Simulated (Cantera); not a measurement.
Feed: 1 mol CH₃SiH₃, 0.42 mol C₂H₂, 250 mol H₂, held at 2.70 mbar.

These are equilibrium values from Cantera (NASA tables, ideal gas, pure condensed phases), not measurements of a reactor. Candidate condensed phases: C, C₆H₆, C₇H₈, C₈H₁₈, Si, SiC; 87 gas species. The feed counts by its element totals alone. Gases not in the tables: Si₂H₆ and higher silanes. Kinetics and transport are ignored.

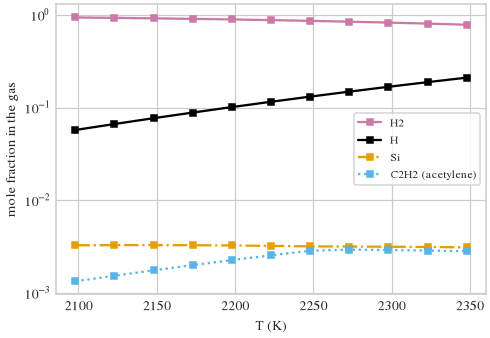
Figure: Equilibrium gas composition (values under 1e-9 drawn at 1e-9)

From 2098 K to 2248 K the condensed part is C(graphite). From 2273 K to 2348 K nothing is condensed. The main Si-bearing gas is Si throughout.
